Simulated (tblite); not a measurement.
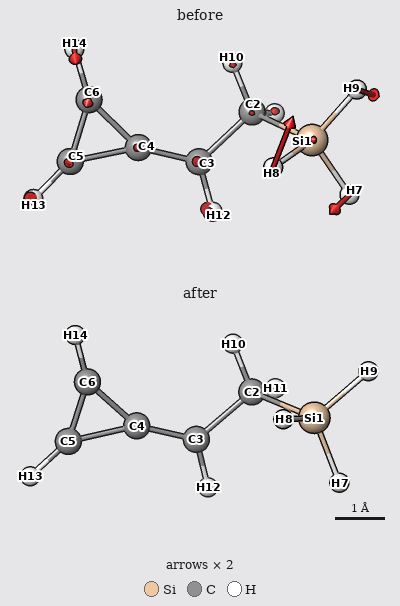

The structure of C₅H₈Si before (top) and after (bottom) a relaxation, at one scale. The red arrows give the displacements, magnified 2 times.

The picture is a ball-and-stick view, seen face on.

Level of theory: GFN2-xTB geometry optimisation, gas phase (tblite). 

What changed between the two?

Answer. After 87 geometry steps the energy has fallen by 4.39 kcal/mol. The largest move after the best rigid fit is that of H8, 0.64 Å. By element the largest moves are H 0.64 Å, C 0.14 Å, Si 0.08 Å. Among the contacts that change: Si1–C2 1.866 → 1.906 Å, C6–H14 1.103 → 1.063 Å, C2–H11 1.122 → 1.093 Å, C2–H10 1.112 → 1.091 Å. Among the angles between lasting bonds that change: Si1–C2–C3 103.7° → 111.7°, C2–Si1–H9 113.6° → 109.4°, H10–C2–H11 111.2° → 107.0°. Groups turn about Si1–C2 by about 25°.
